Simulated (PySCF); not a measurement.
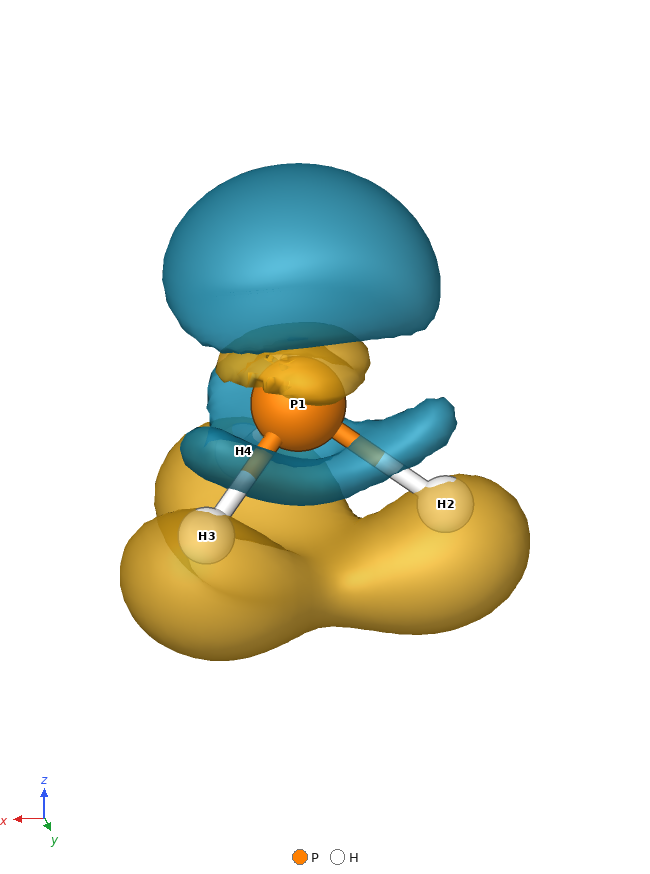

Figure 1: H$_{3}$P, SMILES `P`. Change of the electron density in a uniform field of 0.21 V/Å, surfaces at ±0.0015 e/Å³ (yellow: gain, teal: loss).

Level of theory: PBE0/aug-cc-pVDZ (PySCF), at a geometry from GFN2-xTB. No frequency check shows the geometry to be a minimum. GFN2-xTB bond lengths at metals and heavier atoms can be off by up to 0.1 Å and shapes distorted, which carries into these values.

**Along which Cartesian direction does the field point?**

Along +z: electrons gather on the −z side, against the field.

**How large is the response?**

The induced dipole is 0.31 D (along the field); α along this axis, from the fields in both directions, is 30 bohr³ (4.5 Å³).

**Which atoms gain and lose the most charge?**

Electrons gather most on H2, H3 and H4 alike (Hirshfeld charge changes by −0.005 e) and leave P1 most (+0.017 e); 0.028 electrons are displaced in all.

Cost of the run: 2.7 s on 1 thread of AMD EPYC 9R45 96-Core Processor (Zen 5) (shared host), peak memory 0.22 GiB.
